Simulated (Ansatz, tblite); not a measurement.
# C30H18O: charged states by level of theory, part 1 of 2

What does removing or adding an electron cost or gain for C30H18O? Each charged state is run at several levels.

Method: as each input shows; program: Ansatz 0.2.0, Gaussian basis.

Levels to be run: charge +1 doublet, at the geometry of the singlet (PBE0-D4/def2-TZVP, PBE-D4/def2-TZVP, BHLYP-D4/def2-TZVP); charge -1 doublet, at the geometry of the singlet (PBE0-D4/def2-TZVP, PBE-D4/def2-TZVP, BHLYP-D4/def2-TZVP); charge -1 doublet, relaxed (PBE0-D4/def2-TZVP, PBE-D4/def2-TZVP); the starting singlet's energies come from earlier runs.

## Step 1: The geometry

The geometry is that of the singlet, from an earlier relaxation (PBE-D4/def2-SVP).

SMILES `Oc1cc2c3ccccc3c3c4ccccc4c4ccccc4c3c2c2ccccc12`, 49 atoms, charge 0, spin multiplicity 1.

Atoms are counted from 1 here; the program's logs count them from 0.

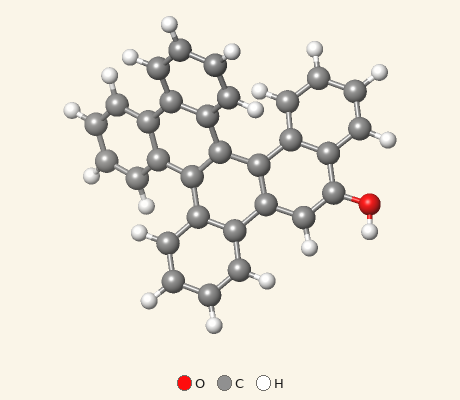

The geometry (oxygen red, carbon grey, hydrogen white).

## Step 2: Charge +1 doublet at the fixed geometry, PBE0-D4/def2-TZVP

in.yaml

```yaml
crystal:
  periodic: [false, false, false]
  atoms:
    - {symbol: O, position_ang: [4.743644, -2.160099, 1.637208]}
    - {symbol: C, position_ang: [3.556486, -1.662371, 1.198245]}
    - {symbol: C, position_ang: [2.332979, -2.140424, 1.625597]}
    - {symbol: C, position_ang: [1.103177, -1.551837, 1.200102]}
    - {symbol: C, position_ang: [-0.179298, -2.082425, 1.644359]}
    - {symbol: C, position_ang: [-0.270208, -3.094294, 2.634837]}
    - {symbol: C, position_ang: [-1.494834, -3.600243, 3.058821]}
    - {symbol: C, position_ang: [-2.686916, -3.075230, 2.518743]}
    - {symbol: C, position_ang: [-2.629790, -2.087923, 1.540367]}
    - {symbol: C, position_ang: [-1.389786, -1.585022, 1.051571]}
    - {symbol: C, position_ang: [-1.327646, -0.467890, 0.121706]}
    - {symbol: C, position_ang: [-2.450651, -0.027357, -0.703375]}
    - {symbol: C, position_ang: [-3.456209, -0.931791, -1.144773]}
    - {symbol: C, position_ang: [-4.474501, -0.528732, -2.006117]}
    - {symbol: C, position_ang: [-4.522702, 0.801930, -2.467383]}
    - {symbol: C, position_ang: [-3.524125, 1.695892, -2.087472]}
    - {symbol: C, position_ang: [-2.473373, 1.308797, -1.220388]}
    - {symbol: C, position_ang: [-1.405119, 2.225188, -0.837725]}
    - {symbol: C, position_ang: [-1.515647, 3.628732, -1.004863]}
    - {symbol: C, position_ang: [-0.499641, 4.490575, -0.600378]}
    - {symbol: C, position_ang: [0.656642, 3.965868, 0.014469]}
    - {symbol: C, position_ang: [0.792289, 2.591503, 0.181831]}
    - {symbol: C, position_ang: [-0.211933, 1.686686, -0.261329]}
    - {symbol: C, position_ang: [-0.117631, 0.254231, 0.026076]}
    - {symbol: C, position_ang: [1.130228, -0.422772, 0.338097]}
    - {symbol: C, position_ang: [2.396224, -0.065769, -0.288655]}
    - {symbol: C, position_ang: [2.484138, 0.768048, -1.442059]}
    - {symbol: C, position_ang: [3.706577, 1.092256, -2.016897]}
    - {symbol: C, position_ang: [4.914271, 0.595552, -1.470732]}
    - {symbol: C, position_ang: [4.867129, -0.277319, -0.392431]}
    - {symbol: C, position_ang: [3.622071, -0.643938, 0.186123]}
    - {symbol: H, position_ang: [4.562500, -2.854468, 2.297474]}
    - {symbol: H, position_ang: [2.321488, -2.995435, 2.317510]}
    - {symbol: H, position_ang: [0.646452, -3.480706, 3.100191]}
    - {symbol: H, position_ang: [-1.529321, -4.382453, 3.832127]}
    - {symbol: H, position_ang: [-3.664218, -3.424498, 2.885069]}
    - {symbol: H, position_ang: [-3.566880, -1.646017, 1.179742]}
    - {symbol: H, position_ang: [-3.396010, -1.987277, -0.849336]}
    - {symbol: H, position_ang: [-5.222986, -1.261187, -2.344749]}
    - {symbol: H, position_ang: [-5.321941, 1.125876, -3.151027]}
    - {symbol: H, position_ang: [-3.533932, 2.715759, -2.497229]}
    - {symbol: H, position_ang: [-2.436844, 4.050579, -1.431170]}
    - {symbol: H, position_ang: [-0.614503, 5.577217, -0.731671]}
    - {symbol: H, position_ang: [1.444926, 4.640544, 0.381310]}
    - {symbol: H, position_ang: [1.678828, 2.195486, 0.693729]}
    - {symbol: H, position_ang: [1.562968, 1.149090, -1.899575]}
    - {symbol: H, position_ang: [3.729785, 1.732179, -2.912159]}
    - {symbol: H, position_ang: [5.880471, 0.870820, -1.920066]}
    - {symbol: H, position_ang: [5.783370, -0.725331, 0.016274]}
basis:
  gaussian: {orbitals: def2-TZVP, fitting: {mean_field: def2-universal-jkfit}}
total_charge: 1
magnetization: {spin_polarized: true, initial_magnetization: 1}
hamiltonian: {xc: pbe0, dispersion: d4}
scf: {omitted_lower_state_checks: [starts]}
output: {orbitals: {seedname: orbitals}}
```

Command:

```bash
$ ansatz run in.yaml --threads 2 --pin off --events-out ev --progress --plain --max-ram 32768MiB --backend cuda --devices 0, --max-vram 18GiB
```

What it wrote:

```text
Functional definition: PBE0
  name "PBE0"
  cite "Adamo & Barone, J. Chem. Phys. 110, 6158 (1999) doi:10.1063/1.478522"
  cite "Perdew, Burke & Ernzerhof, Phys. Rev. Lett. 77, 3865 (1996) doi:10.1103/PhysRevLett.77.3865"
  parent pbe
  parameter a = 0.25
  parameter kappa = 0.804
  parameter beta = 0.06672455060314922
  exchange = (1 - a)*pbe_x(kappa = kappa, mu = beta*pi^2/3) + a*exact_x
  correlation = pbe_c(beta = beta)
these checks for a lower state are left out or cut short: starts
2651 factors; integrals over basis functions are off by at most 8.8e-1 eV
mean field evaluation 1: about -33384.4230 eV, gradient 8.1e1 eV
mean field evaluation 2: about -33378.8919 eV, gradient 8.5e1 eV
mean field evaluation 4: about -33415.7125 eV, gradient 1.3e1 eV
mean field evaluation 8: about -33416.6457 eV, gradient 6.9e-1 eV
mean field evaluation 16: about -33416.6233 eV, gradient 1.6e-2 eV
mean field evaluation 32: about -33416.6233 eV, gradient 9.7e-5 eV
mean field -33416.62333339 eV, -1228.0382569012 hartree, gradient 1.8e-5 eV, S^2 0.767239; 0 other end points of the search recorded, 0 dependent functions left out
reference -33416.62339865 eV, -1228.0382592995 hartree; 103, 102 occupied and 966, 967 virtual orbitals, 2651 factors
Total energy: -33418.64916599 eV, -1228.1127048761 hartree
Checks for a lower state left out: starts
```

Wall time 23 s (1 × H100 (card shared with other runs) with 2 threads of AMD EPYC 7R13, shared host); peak host memory 1.8 GiB.

Report: HOMO -9.18 eV, LUMO -7.71 eV (over both spins); ⟨S²⟩ 0.767 (pure: 0.75).

## Step 3: Charge +1 doublet at the fixed geometry, PBE-D4/def2-TZVP

start.molden holds the orbitals of an earlier run on this state, given as this run's starting guess.

Changes to in.yaml since step 2:

```diff
@@ -53,6 +53,6 @@
 basis:
-  gaussian: {orbitals: def2-TZVP, fitting: {mean_field: def2-universal-jkfit}}
+  gaussian: {orbitals: def2-TZVP, fitting: {mean_field: def2-universal-jkfit}, initial_orbitals: start.molden}
 total_charge: 1
 magnetization: {spin_polarized: true, initial_magnetization: 1}
-hamiltonian: {xc: pbe0, dispersion: d4}
+hamiltonian: {xc: pbe, dispersion: d4}
 scf: {omitted_lower_state_checks: [starts]}
```

Launched as before.

What it wrote:

```text
Functional definition: PBE
  name "PBE"
  cite "Perdew, Burke & Ernzerhof, Phys. Rev. Lett. 77, 3865 (1996) doi:10.1103/PhysRevLett.77.3865"
  parent pbe
  parameter kappa = 0.804
  parameter beta = 0.06672455060314922
  exchange = pbe_x(kappa = kappa, mu = beta*pi^2/3)
  correlation = pbe_c(beta = beta)
these checks for a lower state are left out or cut short: starts
2651 factors; integrals over basis functions are off by at most 8.8e-1 eV
mean field evaluation 1: about -33413.8215 eV, gradient 1.5e1 eV
mean field evaluation 2: about -33414.3617 eV, gradient 5.5e-1 eV
mean field evaluation 4: about -33414.3335 eV, gradient 1.7e-2 eV
mean field evaluation 8: about -33414.3335 eV, gradient 7.5e-5 eV
mean field -33414.33347804 eV, -1227.9541062693 hartree, gradient 1.9e-5 eV, S^2 0.752867; 0 other end points of the search recorded, 0 dependent functions left out
reference -33414.33356604 eV, -1227.9541095033 hartree; 103, 102 occupied and 966, 967 virtual orbitals, 2651 factors
Total energy: -33416.66335203 eV, -1228.0397275591 hartree
Checks for a lower state left out: starts
```

It took 21 s on 1 × H100 (card shared with other runs) with 2 threads of AMD EPYC 7R13, shared host; peak host memory 1.8 GiB.

From the report: HOMO -8.33 eV, LUMO -8.09 eV (over both spins); ⟨S²⟩ 0.753 (pure: 0.75).

## Step 4: Charge +1 doublet at the fixed geometry, BHLYP-D4/def2-TZVP

Changes to in.yaml since step 3:

```diff
@@ -56,3 +56,3 @@
 magnetization: {spin_polarized: true, initial_magnetization: 1}
-hamiltonian: {xc: pbe, dispersion: d4}
+hamiltonian: {xc: {name: BHLYP}, dispersion: d4}
 scf: {omitted_lower_state_checks: [starts]}
```

Launched as before.

What it wrote:

```text
Functional definition: BHLYP
  name "BHLYP"
  cite "Becke, J. Chem. Phys. 98, 1372 (1993) doi:10.1063/1.464304"
  cite "Becke, Phys. Rev. A 38, 3098 (1988) doi:10.1103/PhysRevA.38.3098"
  cite "Lee, Yang & Parr, Phys. Rev. B 37, 785 (1988) doi:10.1103/PhysRevB.37.785"
  parameter a = 0.5
  exchange = (1 - a)*b88_x + a*exact_x
  correlation = lyp_c
these checks for a lower state are left out or cut short: starts
2651 factors; integrals over basis functions are off by at most 8.8e-1 eV
mean field evaluation 1: about -33434.9126 eV, gradient 1.2e1 eV
mean field evaluation 2: about -33435.3988 eV, gradient 5.5e-1 eV
mean field evaluation 4: about -33435.3914 eV, gradient 4.0e-2 eV
mean field evaluation 8: about -33435.3914 eV, gradient 1.9e-5 eV
mean field -33435.39143032 eV, -1228.7279717419 hartree, gradient 1.9e-5 eV, S^2 0.804033; 0 other end points of the search recorded, 0 dependent functions left out
reference -33435.39181509 eV, -1228.7279858820 hartree; 103, 102 occupied and 966, 967 virtual orbitals, 2651 factors
Total energy: -33438.10161764 eV, -1228.8275692890 hartree
Checks for a lower state left out: starts
```

It took 42 s on 1 × H100 (card shared with other runs) with 2 threads of AMD EPYC 7R13, shared host.

HOMO -9.82 eV, LUMO -7.01 eV (over both spins); ⟨S²⟩ 0.804 (pure: 0.75).

## Step 5: Vertical ionisation energy

Charged state less starting state, singlet to doublet; the starting state's energies are those of its earlier runs.

```
             level  vertical ionisation energy (eV)  time
  PBE-D4/def2-TZVP                            +6.51  35 s
 PBE0-D4/def2-TZVP                            +6.68  44 s
BHLYP-D4/def2-TZVP                            +6.62  60 s
```

Times add the two runs; a level without a time comes out of a correlated run.

Beside −ε(HOMO) of the starting state:

| level | −ε(HOMO) (eV) | by difference (eV) | mismatch (eV) |
| --- | --- | --- | --- |
| PBE-D4/def2-TZVP | 4.80 | 6.51 | -1.70 |
| PBE0-D4/def2-TZVP | 5.54 | 6.68 | -1.13 |
| BHLYP-D4/def2-TZVP | 6.10 | 6.62 | -0.52 |

## Step 6: Charge -1 doublet at the fixed geometry, PBE0-D4/def2-TZVP

Changes to in.yaml since step 4:

```diff
@@ -53,6 +53,6 @@
 basis:
-  gaussian: {orbitals: def2-TZVP, fitting: {mean_field: def2-universal-jkfit}, initial_orbitals: start.molden}
-total_charge: 1
+  gaussian: {orbitals: def2-TZVP, fitting: {mean_field: def2-universal-jkfit}}
+total_charge: -1
 magnetization: {spin_polarized: true, initial_magnetization: 1}
-hamiltonian: {xc: {name: BHLYP}, dispersion: d4}
+hamiltonian: {xc: pbe0, dispersion: d4}
 scf: {omitted_lower_state_checks: [starts]}
```

Same command.

What it wrote (excerpt; [...] marks lines left out):

```text
Functional definition: PBE0
  name "PBE0"
  cite "Adamo & Barone, J. Chem. Phys. 110, 6158 (1999) doi:10.1063/1.478522"
  cite "Perdew, Burke & Ernzerhof, Phys. Rev. Lett. 77, 3865 (1996) doi:10.1103/PhysRevLett.77.3865"
  parent pbe
[...]
2651 factors; integrals over basis functions are off by at most 8.8e-1 eV
[...]
mean field -33423.90632518 eV, -1228.3059019131 hartree, gradient 1.0e-5 eV, S^2 0.767511; 0 other end points of the search recorded, 0 dependent functions left out
reference -33423.90639570 eV, -1228.3059045044 hartree; 104, 103 occupied and 965, 966 virtual orbitals, 2651 factors
Total energy: -33426.02989050 eV, -1228.3839414989 hartree
Checks for a lower state left out: starts
```

Run time: 36 s. Hardware: 1 × H100 (card shared with other runs) with 2 threads of AMD EPYC 7R13, shared host; peak host memory 1.9 GiB.

HOMO 0.41 eV, LUMO 1.62 eV (over both spins); ⟨S²⟩ 0.768 (pure: 0.75). Doubts: highest occupied level lies above zero.

## Step 7: Charge -1 doublet at the fixed geometry, PBE-D4/def2-TZVP

Changes to in.yaml since step 6:

```diff
@@ -53,6 +53,6 @@
 basis:
-  gaussian: {orbitals: def2-TZVP, fitting: {mean_field: def2-universal-jkfit}}
+  gaussian: {orbitals: def2-TZVP, fitting: {mean_field: def2-universal-jkfit}, initial_orbitals: start.molden}
 total_charge: -1
 magnetization: {spin_polarized: true, initial_magnetization: 1}
-hamiltonian: {xc: pbe0, dispersion: d4}
+hamiltonian: {xc: pbe, dispersion: d4}
 scf: {omitted_lower_state_checks: [starts]}
```

Same command.

What it wrote:

```text
Functional definition: PBE
  name "PBE"
  cite "Perdew, Burke & Ernzerhof, Phys. Rev. Lett. 77, 3865 (1996) doi:10.1103/PhysRevLett.77.3865"
  parent pbe
  parameter kappa = 0.804
  parameter beta = 0.06672455060314922
  exchange = pbe_x(kappa = kappa, mu = beta*pi^2/3)
  correlation = pbe_c(beta = beta)
these checks for a lower state are left out or cut short: starts
2651 factors; integrals over basis functions are off by at most 8.8e-1 eV
mean field evaluation 1: about -33421.0445 eV, gradient 1.5e1 eV
mean field evaluation 2: about -33421.5854 eV, gradient 5.5e-1 eV
mean field evaluation 4: about -33421.5621 eV, gradient 1.4e-1 eV
mean field evaluation 8: about -33421.5628 eV, gradient 1.1e-3 eV
mean field evaluation 16: about -33421.5628 eV, gradient 5.4e-6 eV
mean field -33421.56275353 eV, -1228.2197772433 hartree, gradient 5.4e-6 eV, S^2 0.753351; 0 other end points of the search recorded, 0 dependent functions left out
reference -33421.56285030 eV, -1228.2197807996 hartree; 104, 103 occupied and 965, 966 virtual orbitals, 2651 factors
Total energy: -33424.00507481 eV, -1228.3095308951 hartree
Checks for a lower state left out: starts
```

Wall time 26 s (1 × H100 (card shared with other runs) with 2 threads of AMD EPYC 7R13, shared host); peak host memory 1.8 GiB.

From the report: HOMO 0.84 eV, LUMO 0.93 eV (over both spins); ⟨S²⟩ 0.753 (pure: 0.75). Doubts: highest occupied level lies above zero.

## Step 8: Charge -1 doublet at the fixed geometry, BHLYP-D4/def2-TZVP

Changes to in.yaml since step 7:

```diff
@@ -56,3 +56,3 @@
 magnetization: {spin_polarized: true, initial_magnetization: 1}
-hamiltonian: {xc: pbe, dispersion: d4}
+hamiltonian: {xc: {name: BHLYP}, dispersion: d4}
 scf: {omitted_lower_state_checks: [starts]}
```

The command is unchanged.

What it wrote:

```text
Functional definition: BHLYP
  name "BHLYP"
  cite "Becke, J. Chem. Phys. 98, 1372 (1993) doi:10.1063/1.464304"
  cite "Becke, Phys. Rev. A 38, 3098 (1988) doi:10.1103/PhysRevA.38.3098"
  cite "Lee, Yang & Parr, Phys. Rev. B 37, 785 (1988) doi:10.1103/PhysRevB.37.785"
  parameter a = 0.5
  exchange = (1 - a)*b88_x + a*exact_x
  correlation = lyp_c
these checks for a lower state are left out or cut short: starts
2651 factors; integrals over basis functions are off by at most 8.8e-1 eV
mean field evaluation 1: about -33441.8683 eV, gradient 1.2e1 eV
mean field evaluation 2: about -33442.3395 eV, gradient 5.1e-1 eV
mean field evaluation 4: about -33442.3326 eV, gradient 4.7e-2 eV
mean field evaluation 8: about -33442.3327 eV, gradient 2.5e-5 eV
mean field -33442.33265142 eV, -1228.9830569125 hartree, gradient 8.8e-6 eV, S^2 0.800743; 0 other end points of the search recorded, 0 dependent functions left out
reference -33442.33305392 eV, -1228.9830717041 hartree; 104, 103 occupied and 965, 966 virtual orbitals, 2651 factors
Total energy: -33445.16739246 eV, -1229.0872317243 hartree
Checks for a lower state left out: starts
```

It took 36 s on 1 × H100 (card shared with other runs) with 2 threads of AMD EPYC 7R13, shared host; peak host memory 1.8 GiB.

HOMO 0.03 eV, LUMO 2.55 eV (over both spins); ⟨S²⟩ 0.801 (pure: 0.75). Doubts: highest occupied level lies above zero.

## Step 9: Vertical electron affinity

Starting state less charged state (positive: the electron is bound), singlet to doublet; the starting state's energies are those of its earlier runs.

```csv
level,vertical electron affinity (eV),time
PBE-D4/def2-TZVP,+0.84,39 s
PBE0-D4/def2-TZVP,+0.71,57 s
BHLYP-D4/def2-TZVP,+0.45,54 s
```

Times add the two runs; a level without a time comes out of a correlated run.

Beside −ε(LUMO) of the starting state:

```
             level  −ε(LUMO) (eV)  by difference (eV)  mismatch (eV)
  PBE-D4/def2-TZVP           2.41                0.84          +1.58
 PBE0-D4/def2-TZVP           1.72                0.71          +1.01
BHLYP-D4/def2-TZVP           0.82                0.45          +0.37
```

(Continued in part 2 of 2.)
